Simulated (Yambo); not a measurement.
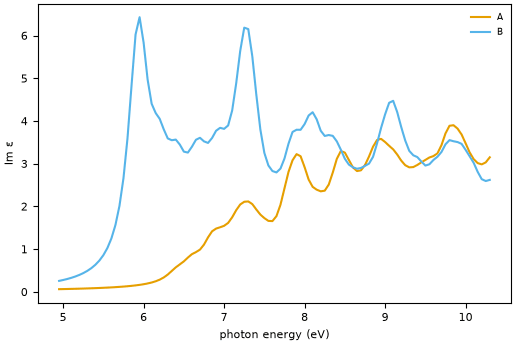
*Two computed absorption spectra of CaO (rock salt, space group Fm-3m, No. 225) (Yambo, PBEsol bands with the same scissor, field along x)*

### Question
Which curve includes the electron-hole attraction (BSE)?

### Answer
Curve B: the attraction moves weight to lower energy (centre of the plotted range 7.8 eV against 8.6 eV). Settings: 10×10×10 mesh, 3 valence and 4 conduction bands, static screening with 18 bands and a 4 Ry block, scissor 2.49 eV, Tamm-Dancoff. The scissor comes from a G0W0 run whose convergence isn't established. Broadening 0.15 eV. The band window holds all transitions up to 10.3 eV. On this mesh the peak heights and the fine structure are mesh artefacts; only the shift of weight is robust.

Geometry relaxed with PBEsol; primitive cell a = b = c = 3.368 Å, α = β = γ = 60.00°.
